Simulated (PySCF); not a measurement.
# C$_{3}$H$_{5}$ClS (SMILES C=C(Cl)SC): what the fields show

Input

```
{"job": {"kind": "nmr", "xc": "PBE0", "basis": "pcSseg-1", "pop": false}, "charge": 0, "multiplicity": 1}
C     -2.021800     0.170300     0.080500
C     -0.821800    -0.258400     0.406300
Cl    -0.294500    -1.892600     0.430200
S      0.464200     0.894800     0.787800
C      1.540600     0.667000    -0.578900
H     -2.199400     1.213900     0.041900
H     -2.872200    -0.545000     0.043600
H      0.950500     0.369100    -1.415800
H      2.099400    -0.315000    -0.447200
H      2.227400     1.549300    -0.592800
```

Launched as:

```sh
OMP_NUM_THREADS=1 python probes_run.py task.json out
```

Geometry: GFN2-xTB, MD frame at 250 fs, 400 K.

Method: PBE0/pcSseg-1, SCF density, gas phase, non-relativistic in PySCF 2.14.0.

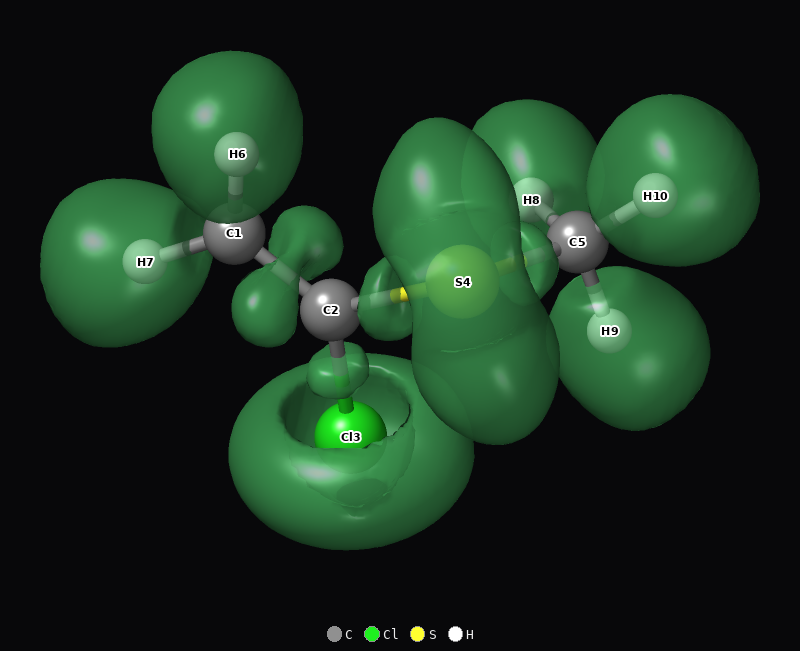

Figure 1. Isosurface of the electron localisation function at 0.8 (green), seen at a tilt. Only the valence region is drawn (cores and ρ < 0.01 e/Å³ removed).

> Where are the electrons localised?

At this value the surface marks out one region between bonded C–C atoms (shared pairs), one region between bonded C–Cl atoms (shared pairs), two regions between bonded C–S atoms (shared pairs), five regions around hydrogen nuclei, one ring or bowl of non-bonding electrons around Cl and one lobe on S, pointing away from the bonds (lone pairs, which may merge into one lobe). Along the contacts the grid gives the following. C–C (1.32 Å): the ELF peaks at about 0.95 between the atoms; a multiple bond. C–Cl (1.72 Å): the ELF peaks at about 0.90 between the atoms (a covalent bond).

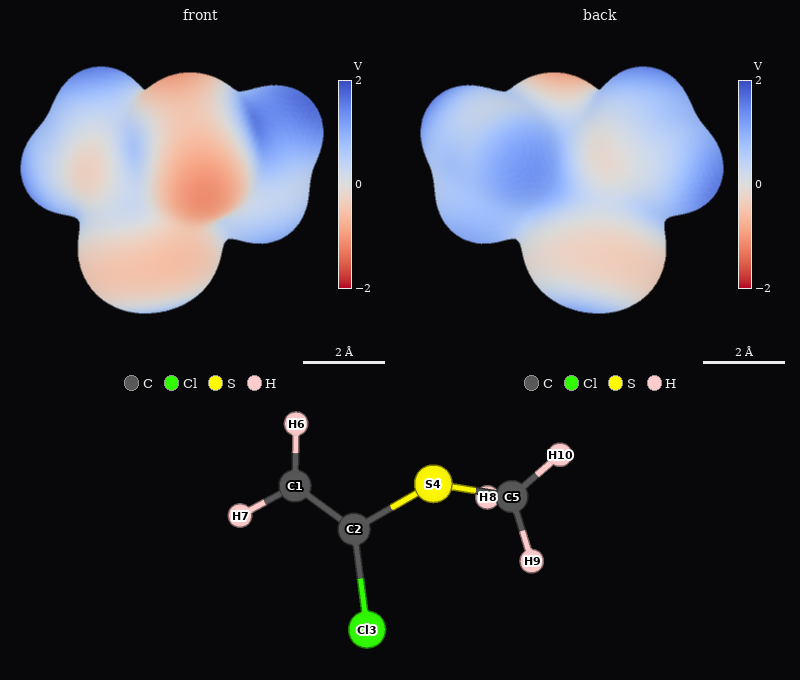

Figure 2. The molecular electrostatic potential painted on the density surface at 0.004 e/bohr³, seen from the front and from behind; the colour scale runs from red (negative) to blue (positive). The bare structure is drawn below in the same view.

> Describe the electrostatic potential map.

The most negative region (about −1.1 V) lies over S4, the most positive (about +1.6 V) over H10. Cl3 shows a σ-hole: about +0.9 V at the tip opposite its bond, against about −0.2 V on its flanks.

> How polar is the molecule by this calculation?

Its dipole moment is 1.47 D.

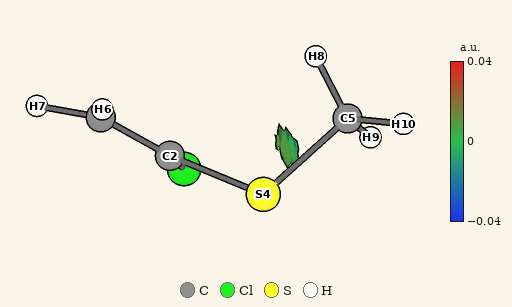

Figure 3. Non-covalent interaction (NCI) plot: the surface where the reduced density gradient is 0.4, for densities under 0.05 a.u., coloured by sign(λ₂)ρ; seen from one side.

> What holds or crowds the atoms apart from the covalent bonds?

Near H9, C5 and H8: mostly steric crowding (olive to red).
